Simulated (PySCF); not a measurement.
# C$_{3}$H$_{4}$ClN$_{3}$: frequency calculation

System: C$_{3}$H$_{4}$ClN$_{3}$, SMILES Cn1cnnc1Cl.
Method: PBE0/pcSseg-1 displacements along normal modes, gas phase (PySCF 2.14.0).

The input sets isotopic masses.

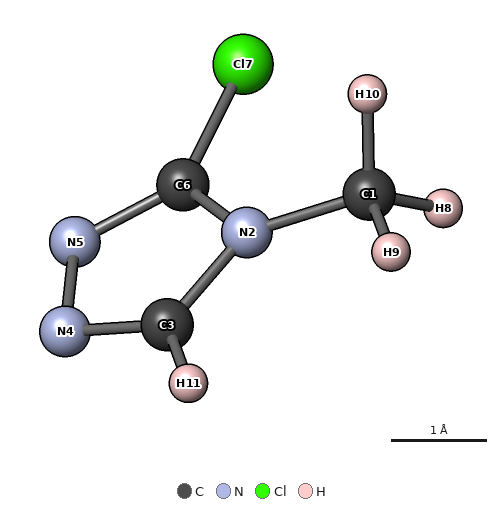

*The structure as given in the input (ball-and-stick view, seen at a tilt; atoms are numbered from 1 in the order of the input).*

Input
```
{"job": {"xc": "PBE0", "basis": "pcSseg-1", "grid": 2, "temperatures": [300, 350], "kind": "vib", "mass_numbers": [12, 14, 12, 14, 14, 12, 35, 1, 1, 1, 1]}, "charge": 0, "multiplicity": 1}
C     -1.404092    -0.227655     0.023310
N      0.029015    -0.050640    -0.022988
C      0.996817    -0.973499    -0.282208
N      2.181426    -0.432614    -0.232541
N      2.021254     0.889762     0.067397
C      0.742799     1.089107     0.185956
Cl    -0.015545     2.571829     0.556022
H     -1.787562     0.013759     1.018981
H     -1.631943    -1.270698    -0.203718
H     -1.892348     0.413889    -0.715982
H      0.781878    -2.012559    -0.498082
```

The first line tells a small driver script what to run in PySCF; the rest is the geometry in Å.

Run on 1 CPU thread, shared host.

Launched with:
```bash
OMP_NUM_THREADS=1 python <driver script> task.json out
```

What the program printed
```
mode    cm-1    km/mol   phi_rrr   E(+)/cm-1  E(-)/cm-1
  1     71.29     0.01    -104.9     251.75     259.43
  2    203.09     0.44      -2.2      36.92      37.08
  3    226.80     2.12     -28.5      39.92      41.98
  4    259.00     0.37      -0.3      46.76      46.93
  5    421.83     0.85      -4.5      75.83      76.16
  6    524.20     4.28      62.5      96.65      92.16
  7    676.79    17.46       0.3     121.86     121.94
  8    699.30     0.39      -0.2     125.94     125.95
  9    718.75     7.05      86.9     132.55     126.30
 10    828.30    11.83       1.7     153.63     153.63
 11    963.88     8.41      18.0     174.13     172.83
 12   1080.73    14.77      36.0     196.26     193.66
 13   1108.84     6.38    -376.1     186.78     213.83
 14   1146.70     0.02       0.4     207.12     207.02
 15   1195.10    31.22     -20.2     214.41     215.86
 16   1238.97    16.00     -39.4     222.00     224.83
 17   1394.27     7.40     -57.2     249.04     253.16
 18   1435.07    19.53     -39.8     257.03     259.90
 19   1457.90    20.15     -74.0     259.90     265.22
 20   1475.26    16.53      -0.2     265.57     265.61
 21   1495.12    14.68      76.4     271.98     266.48
 22   1523.46    84.87     -46.6     272.67     276.02
 23   1570.96    89.00     -54.8     280.88     284.83
 24   3074.02    16.57    1079.7     593.97     516.34
 25   3158.19     2.78       2.1     571.58     571.40
 26   3184.71     1.54   -1250.0     532.13     621.88
 27   3274.22     0.70    1947.8     664.68     524.88
```

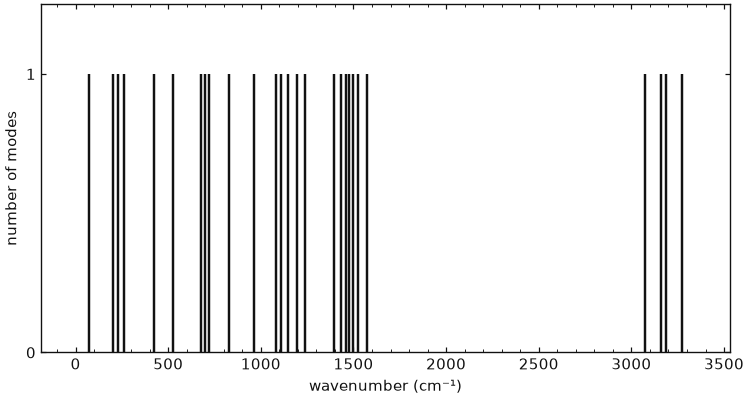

*Harmonic vibrational wavenumbers from the force constants; neighbouring modes closer than 15 cm⁻¹ are counted in one stick.*

27 modes from 71 to 3274 cm⁻¹, none imaginary.

Results in brief

- outcome: converged
- wavenumbers, lowest and highest: 71 and 3274 cm⁻¹
- wall time: 14 min
- peak memory: 0.74 GiB
